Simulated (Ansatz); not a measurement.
# BH₃Br (doublet): B2PLYP, RPA-PBE over a scan of the distance Br1–H2 along a hydrogen transfer, cc-pVDZ, part 2 of 2

Ansatz 0.2.0, Gaussian basis; cc-pVDZ, all electrons in the functionals, frozen cores in the correlation of double hybrids and RPA. The steps go on from the part before.

### 11 RPA-PBE, 1.321 Å

in.yaml

```yaml
crystal:
  periodic: [false, false, false]
  atoms:
    - {symbol: Br, position_ang: [-0.474249, 0.000000, 0.000000]}
    - {symbol: H, position_ang: [0.846751, 0.000000, 0.000000]}
    - {symbol: B, position_ang: [2.807751, 0.000000, 0.000000]}
    - {symbol: H, position_ang: [3.316824, 0.000000, 1.077008]}
    - {symbol: H, position_ang: [3.316824, 0.000000, -1.077008]}
basis:
  gaussian: {orbitals: cc-pVDZ}
magnetization: {spin_polarized: true, initial_magnetization: 1}
hamiltonian: {xc: {name: PBE}}
correlation: {method: rpa, electrons: outside_noble_gas}
```

Launch:

```console
ansatz run in.yaml --threads 1 --pin off --events-out ev --progress --plain --max-ram 2393MiB
```

The log of the run:

```text
Functional definition: PBE
  name "PBE"
  cite "Perdew, Burke & Ernzerhof, Phys. Rev. Lett. 77, 3865 (1996) doi:10.1103/PhysRevLett.77.3865"
  parent pbe
  parameter kappa = 0.804
  parameter beta = 0.06672455060314922
  exchange = pbe_x(kappa = kappa, mu = beta*pi^2/3)
  correlation = pbe_c(beta = beta)
578 factors; integrals over basis functions are off by at most 1.7e-3 eV
mean field evaluation 1: about -70754.5567 eV, gradient 9.0e0 eV
mean field evaluation 2: about -70754.5525 eV, gradient 9.0e0 eV
mean field evaluation 4: about -70755.2407 eV, gradient 1.6e0 eV
mean field evaluation 8: about -70755.2593 eV, gradient 2.1e-2 eV
mean field evaluation 16: about -70753.8432 eV, gradient 4.4e0 eV
mean field -70755.25928770 eV, -2600.2078191858 hartree, gradient 3.7e-6 eV, S^2 0.751993; 1 other end points of the search recorded, 0 dependent functions left out
15 core orbitals not correlated: weight in the atoms' cores, before any rotation towards them, 1.000 or more for the frozen orbitals, at most 0.000 for the correlated occupied ones
reference -70714.02678117 eV, -2598.6925525190 hartree; 7, 6 occupied and 34, 35 virtual orbitals, 578 factors
Total energy: -70724.14931564 eV, -2599.0645487997 hartree
```

It took 2.5 s on 1 thread of Arm Neoverse V1, shared host.

From the report: ⟨S²⟩ of the determinant 0.752 (pure doublet: 0.75).

### 12 RPA-PBE, 1.421 Å

in.yaml

```yaml
crystal:
  periodic: [false, false, false]
  atoms:
    - {symbol: Br, position_ang: [-0.475320, 0.000000, 0.000000]}
    - {symbol: H, position_ang: [0.945280, 0.000000, 0.000000]}
    - {symbol: B, position_ang: [2.806680, 0.000000, 0.000000]}
    - {symbol: H, position_ang: [3.315753, 0.000000, 1.077008]}
    - {symbol: H, position_ang: [3.315753, 0.000000, -1.077008]}
basis:
  gaussian: {orbitals: cc-pVDZ}
magnetization: {spin_polarized: true, initial_magnetization: 1}
hamiltonian: {xc: {name: PBE}}
correlation: {method: rpa, electrons: outside_noble_gas}
```

Same command.

The log of the run:

```text
Functional definition: PBE
  name "PBE"
  cite "Perdew, Burke & Ernzerhof, Phys. Rev. Lett. 77, 3865 (1996) doi:10.1103/PhysRevLett.77.3865"
  parent pbe
  parameter kappa = 0.804
  parameter beta = 0.06672455060314922
  exchange = pbe_x(kappa = kappa, mu = beta*pi^2/3)
  correlation = pbe_c(beta = beta)
579 factors; integrals over basis functions are off by at most 1.9e-3 eV
mean field evaluation 1: about -70754.9537 eV, gradient 8.6e0 eV
mean field evaluation 2: about -70754.9498 eV, gradient 8.6e0 eV
mean field evaluation 4: about -70755.5893 eV, gradient 2.0e0 eV
mean field evaluation 8: about -70755.6170 eV, gradient 2.3e-2 eV
mean field evaluation 16: about -70754.0062 eV, gradient 5.2e0 eV
mean field evaluation 32: about -70754.5964 eV, gradient 1.7e0 eV
mean field -70755.61702698 eV, -2600.2209658618 hartree, gradient 4.8e-6 eV, S^2 0.752270; 4 other end points of the search recorded, 0 dependent functions left out
15 core orbitals not correlated: weight in the atoms' cores, before any rotation towards them, 1.000 or more for the frozen orbitals, at most 0.000 for the correlated occupied ones
reference -70714.20444442 eV, -2598.6990815233 hartree; 7, 6 occupied and 34, 35 virtual orbitals, 579 factors
Total energy: -70724.43174404 eV, -2599.0749278517 hartree
```

Wall time 4.5 s (1 thread of Arm Neoverse V1, shared host).

From the report: ⟨S²⟩ of the determinant 0.752 (pure doublet: 0.75).

### 13 RPA-PBE, 1.519 Å

in.yaml

```yaml
crystal:
  periodic: [false, false, false]
  atoms:
    - {symbol: Br, position_ang: [-0.476378, 0.000000, 0.000000]}
    - {symbol: H, position_ang: [1.042622, 0.000000, 0.000000]}
    - {symbol: B, position_ang: [2.805622, 0.000000, 0.000000]}
    - {symbol: H, position_ang: [3.314695, 0.000000, 1.077008]}
    - {symbol: H, position_ang: [3.314695, 0.000000, -1.077008]}
basis:
  gaussian: {orbitals: cc-pVDZ}
magnetization: {spin_polarized: true, initial_magnetization: 1}
hamiltonian: {xc: {name: PBE}}
correlation: {method: rpa, electrons: outside_noble_gas}
```

Launched as before.

The log of the run:

```text
Functional definition: PBE
  name "PBE"
  cite "Perdew, Burke & Ernzerhof, Phys. Rev. Lett. 77, 3865 (1996) doi:10.1103/PhysRevLett.77.3865"
  parent pbe
  parameter kappa = 0.804
  parameter beta = 0.06672455060314922
  exchange = pbe_x(kappa = kappa, mu = beta*pi^2/3)
  correlation = pbe_c(beta = beta)
577 factors; integrals over basis functions are off by at most 1.8e-3 eV
mean field evaluation 1: about -70755.1337 eV, gradient 8.4e0 eV
mean field evaluation 2: about -70755.1317 eV, gradient 8.4e0 eV
mean field evaluation 4: about -70755.7331 eV, gradient 2.5e0 eV
mean field evaluation 8: about -70755.7808 eV, gradient 2.5e-2 eV
mean field evaluation 16: about -70755.7808 eV, gradient 1.5e-6 eV
mean field evaluation 32: about -70753.8341 eV, gradient 6.7e0 eV
mean field -70755.78078089 eV, -2600.2269837071 hartree, gradient 1.5e-6 eV, S^2 0.752664; 3 other end points of the search recorded, 0 dependent functions left out
15 core orbitals not correlated: weight in the atoms' cores, before any rotation towards them, 1.000 or more for the frozen orbitals, at most 0.000 for the correlated occupied ones
reference -70714.20124768 eV, -2598.6989640450 hartree; 7, 6 occupied and 34, 35 virtual orbitals, 577 factors
Total energy: -70724.53285078 eV, -2599.0786434560 hartree
```

Run time: 4.2 s. Hardware: 1 thread of Arm Neoverse V1, shared host.

From the report: ⟨S²⟩ of the determinant 0.753 (pure doublet: 0.75).

From 1.421 Å: -9.8 kJ/mol.

### 14 RPA-PBE, 1.618 Å

in.yaml

```yaml
crystal:
  periodic: [false, false, false]
  atoms:
    - {symbol: Br, position_ang: [-0.477443, 0.000000, 0.000000]}
    - {symbol: H, position_ang: [1.140557, 0.000000, 0.000000]}
    - {symbol: B, position_ang: [2.804557, 0.000000, 0.000000]}
    - {symbol: H, position_ang: [3.313631, 0.000000, 1.077008]}
    - {symbol: H, position_ang: [3.313631, 0.000000, -1.077008]}
basis:
  gaussian: {orbitals: cc-pVDZ}
magnetization: {spin_polarized: true, initial_magnetization: 1}
hamiltonian: {xc: {name: PBE}}
correlation: {method: rpa, electrons: outside_noble_gas}
```

Launched as before.

The log of the run:

```text
Functional definition: PBE
  name "PBE"
  cite "Perdew, Burke & Ernzerhof, Phys. Rev. Lett. 77, 3865 (1996) doi:10.1103/PhysRevLett.77.3865"
  parent pbe
  parameter kappa = 0.804
  parameter beta = 0.06672455060314922
  exchange = pbe_x(kappa = kappa, mu = beta*pi^2/3)
  correlation = pbe_c(beta = beta)
577 factors; integrals over basis functions are off by at most 1.6e-3 eV
mean field evaluation 1: about -70755.2178 eV, gradient 8.4e0 eV
mean field evaluation 2: about -70755.2157 eV, gradient 8.4e0 eV
mean field evaluation 4: about -70755.7923 eV, gradient 3.3e0 eV
mean field evaluation 8: about -70755.8740 eV, gradient 3.1e-2 eV
mean field evaluation 16: about -70753.4076 eV, gradient 8.5e0 eV
mean field evaluation 32: about -70753.1293 eV, gradient 4.0e-2 eV
mean field evaluation 64: about -70753.1314 eV, gradient 2.7e-1 eV
mean field -70755.87398531 eV, -2600.2304089061 hartree, gradient 8.8e-6 eV, S^2 0.752979; 9 other end points of the search recorded, 0 dependent functions left out
15 core orbitals not correlated: weight in the atoms' cores, before any rotation towards them, 1.000 or more for the frozen orbitals, at most 0.000 for the correlated occupied ones
reference -70714.17472204 eV, -2598.6979892457 hartree; 7, 6 occupied and 34, 35 virtual orbitals, 577 factors
Total energy: -70724.59367100 eV, -2599.0808785577 hartree
```

It took 9.5 s on 1 thread of Arm Neoverse V1, shared host.

From the report: ⟨S²⟩ of the determinant 0.753 (pure doublet: 0.75).

From 1.421 Å: -15.6 kJ/mol.

### 15 RPA-PBE, 1.717 Å

in.yaml

```yaml
crystal:
  periodic: [false, false, false]
  atoms:
    - {symbol: Br, position_ang: [-0.478507, 0.000000, 0.000000]}
    - {symbol: H, position_ang: [1.238493, 0.000000, 0.000000]}
    - {symbol: B, position_ang: [2.803493, 0.000000, 0.000000]}
    - {symbol: H, position_ang: [3.312566, 0.000000, 1.077008]}
    - {symbol: H, position_ang: [3.312566, 0.000000, -1.077008]}
basis:
  gaussian: {orbitals: cc-pVDZ}
magnetization: {spin_polarized: true, initial_magnetization: 1}
hamiltonian: {xc: {name: PBE}}
correlation: {method: rpa, electrons: outside_noble_gas}
```

The command is unchanged.

The log of the run:

```text
Functional definition: PBE
  name "PBE"
  cite "Perdew, Burke & Ernzerhof, Phys. Rev. Lett. 77, 3865 (1996) doi:10.1103/PhysRevLett.77.3865"
  parent pbe
  parameter kappa = 0.804
  parameter beta = 0.06672455060314922
  exchange = pbe_x(kappa = kappa, mu = beta*pi^2/3)
  correlation = pbe_c(beta = beta)
577 factors; integrals over basis functions are off by at most 1.9e-3 eV
mean field evaluation 1: about -70755.2546 eV, gradient 8.6e0 eV
mean field evaluation 2: about -70755.2526 eV, gradient 8.6e0 eV
mean field evaluation 4: about -70755.8529 eV, gradient 3.8e0 eV
mean field evaluation 8: about -70755.9626 eV, gradient 3.8e-2 eV
mean field evaluation 16: about -70755.9626 eV, gradient 1.9e-6 eV
mean field evaluation 32: about -70753.8109 eV, gradient 5.9e-2 eV
mean field evaluation 64: about -70752.8866 eV, gradient 1.0e1 eV
mean field -70755.96261543 eV, -2600.2336660031 hartree, gradient 1.9e-6 eV, S^2 0.752911; 9 other end points of the search recorded, 0 dependent functions left out
15 core orbitals not correlated: weight in the atoms' cores, before any rotation towards them, 1.000 or more for the frozen orbitals, at most 0.000 for the correlated occupied ones
reference -70714.22405944 eV, -2598.6998023617 hartree; 7, 6 occupied and 34, 35 virtual orbitals, 577 factors
Total energy: -70724.69218121 eV, -2599.0844987414 hartree
```

It took 9 s on 1 thread of Arm Neoverse V1, shared host.

From the report: ⟨S²⟩ of the determinant 0.753 (pure doublet: 0.75).

From 1.421 Å: -25.1 kJ/mol.

### 16 RPA-PBE, 1.816 Å

in.yaml

```yaml
crystal:
  periodic: [false, false, false]
  atoms:
    - {symbol: Br, position_ang: [-0.479572, 0.000000, 0.000000]}
    - {symbol: H, position_ang: [1.336428, 0.000000, 0.000000]}
    - {symbol: B, position_ang: [2.802428, 0.000000, 0.000000]}
    - {symbol: H, position_ang: [3.311502, 0.000000, 1.077008]}
    - {symbol: H, position_ang: [3.311502, 0.000000, -1.077008]}
basis:
  gaussian: {orbitals: cc-pVDZ}
magnetization: {spin_polarized: true, initial_magnetization: 1}
hamiltonian: {xc: {name: PBE}}
correlation: {method: rpa, electrons: outside_noble_gas}
```

Launched as before.

The log of the run:

```text
Functional definition: PBE
  name "PBE"
  cite "Perdew, Burke & Ernzerhof, Phys. Rev. Lett. 77, 3865 (1996) doi:10.1103/PhysRevLett.77.3865"
  parent pbe
  parameter kappa = 0.804
  parameter beta = 0.06672455060314922
  exchange = pbe_x(kappa = kappa, mu = beta*pi^2/3)
  correlation = pbe_c(beta = beta)
578 factors; integrals over basis functions are off by at most 1.1e-3 eV
mean field evaluation 1: about -70755.2497 eV, gradient 9.2e0 eV
mean field evaluation 2: about -70755.2479 eV, gradient 9.2e0 eV
mean field evaluation 4: about -70755.9540 eV, gradient 3.9e0 eV
mean field evaluation 8: about -70756.0665 eV, gradient 4.8e-2 eV
mean field evaluation 16: about -70756.0665 eV, gradient 2.0e-6 eV
mean field evaluation 32: about -70754.3313 eV, gradient 6.4e-1 eV
mean field evaluation 64: about -70756.0186 eV, gradient 2.3e0 eV
mean field -70756.06653668 eV, -2600.2374850385 hartree, gradient 2.0e-6 eV, S^2 0.752451; 8 other end points of the search recorded, 0 dependent functions left out
15 core orbitals not correlated: weight in the atoms' cores, before any rotation towards them, 1.000 or more for the frozen orbitals, at most 0.000 for the correlated occupied ones
reference -70714.37460799 eV, -2598.7053349188 hartree; 7, 6 occupied and 34, 35 virtual orbitals, 578 factors
Total energy: -70724.84537303 eV, -2599.0901284369 hartree
```

Wall time 7.5 s (1 thread of Arm Neoverse V1, shared host).

From the report: ⟨S²⟩ of the determinant 0.752 (pure doublet: 0.75).

From 1.421 Å: -39.9 kJ/mol.

### 17 RPA-PBE, 1.914 Å

in.yaml

```yaml
crystal:
  periodic: [false, false, false]
  atoms:
    - {symbol: Br, position_ang: [-0.480625, 0.000000, 0.000000]}
    - {symbol: H, position_ang: [1.433375, 0.000000, 0.000000]}
    - {symbol: B, position_ang: [2.801375, 0.000000, 0.000000]}
    - {symbol: H, position_ang: [3.310448, 0.000000, 1.077008]}
    - {symbol: H, position_ang: [3.310448, 0.000000, -1.077008]}
basis:
  gaussian: {orbitals: cc-pVDZ}
magnetization: {spin_polarized: true, initial_magnetization: 1}
hamiltonian: {xc: {name: PBE}}
correlation: {method: rpa, electrons: outside_noble_gas}
```

Launched as before.

The log of the run:

```text
Functional definition: PBE
  name "PBE"
  cite "Perdew, Burke & Ernzerhof, Phys. Rev. Lett. 77, 3865 (1996) doi:10.1103/PhysRevLett.77.3865"
  parent pbe
  parameter kappa = 0.804
  parameter beta = 0.06672455060314922
  exchange = pbe_x(kappa = kappa, mu = beta*pi^2/3)
  correlation = pbe_c(beta = beta)
576 factors; integrals over basis functions are off by at most 1.3e-3 eV
mean field evaluation 1: about -70755.1892 eV, gradient 1.0e1 eV
mean field evaluation 2: about -70755.1866 eV, gradient 1.0e1 eV
mean field evaluation 4: about -70756.0555 eV, gradient 3.9e0 eV
mean field evaluation 8: about -70756.1639 eV, gradient 5.9e-2 eV
mean field evaluation 16: about -70756.1639 eV, gradient 3.7e-6 eV
mean field evaluation 32: about -70754.8038 eV, gradient 1.3e-2 eV
mean field evaluation 64: about -70753.2218 eV, gradient 1.3e1 eV
mean field -70756.16388438 eV, -2600.2410625007 hartree, gradient 3.7e-6 eV, S^2 0.751903; 6 other end points of the search recorded, 0 dependent functions left out
15 core orbitals not correlated: weight in the atoms' cores, before any rotation towards them, 1.000 or more for the frozen orbitals, at most 0.000 for the correlated occupied ones
reference -70714.57998074 eV, -2598.7128822283 hartree; 7, 6 occupied and 34, 35 virtual orbitals, 576 factors
Total energy: -70725.01637080 eV, -2599.0964124891 hartree
```

Wall time 6 s (1 thread of Arm Neoverse V1, shared host).

From the report: ⟨S²⟩ of the determinant 0.752 (pure doublet: 0.75).

From 1.421 Å: -56.4 kJ/mol.

### 18 RPA-PBE, 2.013 Å

in.yaml

```yaml
crystal:
  periodic: [false, false, false]
  atoms:
    - {symbol: Br, position_ang: [-0.481690, 0.000000, 0.000000]}
    - {symbol: H, position_ang: [1.531310, 0.000000, 0.000000]}
    - {symbol: B, position_ang: [2.800310, 0.000000, 0.000000]}
    - {symbol: H, position_ang: [3.309383, 0.000000, 1.077008]}
    - {symbol: H, position_ang: [3.309383, 0.000000, -1.077008]}
basis:
  gaussian: {orbitals: cc-pVDZ}
magnetization: {spin_polarized: true, initial_magnetization: 1}
hamiltonian: {xc: {name: PBE}}
correlation: {method: rpa, electrons: outside_noble_gas}
```

Launched as before.

The log of the run:

```text
Functional definition: PBE
  name "PBE"
  cite "Perdew, Burke & Ernzerhof, Phys. Rev. Lett. 77, 3865 (1996) doi:10.1103/PhysRevLett.77.3865"
  parent pbe
  parameter kappa = 0.804
  parameter beta = 0.06672455060314922
  exchange = pbe_x(kappa = kappa, mu = beta*pi^2/3)
  correlation = pbe_c(beta = beta)
574 factors; integrals over basis functions are off by at most 1.6e-3 eV
mean field evaluation 1: about -70755.0420 eV, gradient 1.1e1 eV
mean field evaluation 2: about -70755.0404 eV, gradient 1.1e1 eV
mean field evaluation 4: about -70756.0893 eV, gradient 4.1e0 eV
mean field evaluation 8: about -70756.2047 eV, gradient 6.9e-2 eV
mean field evaluation 16: about -70756.2048 eV, gradient 5.0e-6 eV
mean field evaluation 32: about -70755.1429 eV, gradient 3.8e-3 eV
mean field evaluation 64: about -70755.1429 eV, gradient 3.9e-3 eV
mean field -70756.20475074 eV, -2600.2425643115 hartree, gradient 5.0e-6 eV, S^2 0.751482; 8 other end points of the search recorded, 0 dependent functions left out
15 core orbitals not correlated: weight in the atoms' cores, before any rotation towards them, 1.000 or more for the frozen orbitals, at most 0.000 for the correlated occupied ones
reference -70714.76193341 eV, -2598.7195688657 hartree; 7, 6 occupied and 34, 35 virtual orbitals, 574 factors
Total energy: -70725.14210259 eV, -2599.1010330470 hartree
```

It took 7 s on 1 thread of Arm Neoverse V1, shared host.

From the report: ⟨S²⟩ of the determinant 0.751 (pure doublet: 0.75).

From 1.421 Å: -68.5 kJ/mol.

### 19 RPA-PBE, 2.112 Å

in.yaml

```yaml
crystal:
  periodic: [false, false, false]
  atoms:
    - {symbol: Br, position_ang: [-0.482754, 0.000000, 0.000000]}
    - {symbol: H, position_ang: [1.629246, 0.000000, 0.000000]}
    - {symbol: B, position_ang: [2.799246, 0.000000, 0.000000]}
    - {symbol: H, position_ang: [3.308319, 0.000000, 1.077008]}
    - {symbol: H, position_ang: [3.308319, 0.000000, -1.077008]}
basis:
  gaussian: {orbitals: cc-pVDZ}
magnetization: {spin_polarized: true, initial_magnetization: 1}
hamiltonian: {xc: {name: PBE}}
correlation: {method: rpa, electrons: outside_noble_gas}
```

Same command.

The log of the run:

```text
Functional definition: PBE
  name "PBE"
  cite "Perdew, Burke & Ernzerhof, Phys. Rev. Lett. 77, 3865 (1996) doi:10.1103/PhysRevLett.77.3865"
  parent pbe
  parameter kappa = 0.804
  parameter beta = 0.06672455060314922
  exchange = pbe_x(kappa = kappa, mu = beta*pi^2/3)
  correlation = pbe_c(beta = beta)
574 factors; integrals over basis functions are off by at most 1.2e-3 eV
mean field evaluation 1: about -70754.7496 eV, gradient 1.2e1 eV
mean field evaluation 2: about -70754.7471 eV, gradient 1.2e1 eV
mean field evaluation 4: about -70755.9683 eV, gradient 4.4e0 eV
mean field evaluation 8: about -70756.1075 eV, gradient 7.8e-2 eV
mean field evaluation 16: about -70756.1076 eV, gradient 5.0e-6 eV
mean field evaluation 32: about -70755.2844 eV, gradient 1.3e-6 eV
mean field evaluation 64: about -70755.4899 eV, gradient 1.9e0 eV
mean field -70756.10758192 eV, -2600.2389934233 hartree, gradient 5.0e-6 eV, S^2 0.751236; 10 other end points of the search recorded, 0 dependent functions left out
15 core orbitals not correlated: weight in the atoms' cores, before any rotation towards them, 1.000 or more for the frozen orbitals, at most 0.000 for the correlated occupied ones
reference -70714.81513232 eV, -2598.7215238894 hartree; 7, 6 occupied and 34, 35 virtual orbitals, 574 factors
Total energy: -70725.13041112 eV, -2599.1006033934 hartree
```

Run time: 8 s. Hardware: 1 thread of Arm Neoverse V1, shared host.

From the report: ⟨S²⟩ of the determinant 0.751 (pure doublet: 0.75).

From 1.421 Å: -67.4 kJ/mol.

### 20 The comparison

The yardstick is UCCSDT(Q), where the cluster series has nearly closed. It comes from earlier runs at the same points. Energies in kJ/mol, counted from 1.421 Å; blanks weren't run or aren't comparable.

```
    level  1.321 Å  1.421 Å  1.519 Å  1.618 Å  1.717 Å  1.816 Å  1.914 Å  2.013 Å  2.112 Å
UCCSDT(Q)     26.1      0.0     -8.0    -11.8    -19.4    -33.1    -49.6    -62.4    -62.1
   B2PLYP     28.5      0.0    -10.5    -16.2    -24.5    -37.6    -52.3    -62.9    -60.6
  RPA-PBE     27.3      0.0     -9.8    -15.6    -25.1    -39.9    -56.4    -68.5    -67.4
```

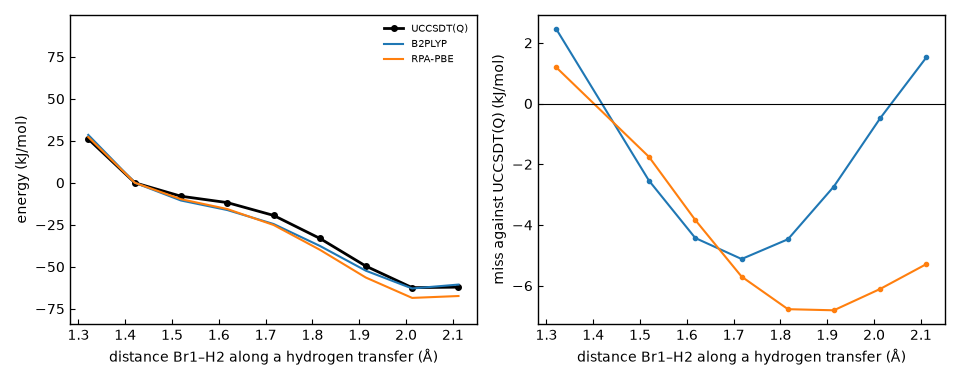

Left: the curves (the axis may cut off levels that run far away). Right: misses against UCCSDT(Q), in the same colours.

Largest miss and mean time a point (UCCSDT(Q) took 47 s a point; shared hosts):

```
  level  largest miss (kJ/mol)    where  time a point
 B2PLYP                   -5.1  1.717 Å           3 s
RPA-PBE                   -6.8  1.914 Å         6.5 s
```

### 21 Results

This closing draws on all 2 parts.

| quantity | value |
| --- | --- |
| span of the UCCSDT(Q) curve | 88.5 kJ/mol |
| largest miss, B2PLYP | -5.1 kJ/mol (1.717 Å) |
| largest miss, RPA-PBE | -6.8 kJ/mol (1.914 Å) |

What this shows: Of the functionals, B2PLYP keep the smallest largest miss at the points compared (at most 5.1 kJ/mol) and RPA-PBE strays most (6.8 kJ/mol, at 1.914 Å). Functionals and the yardstick converge differently with the basis, so part of each miss in cc-pVDZ is the basis.
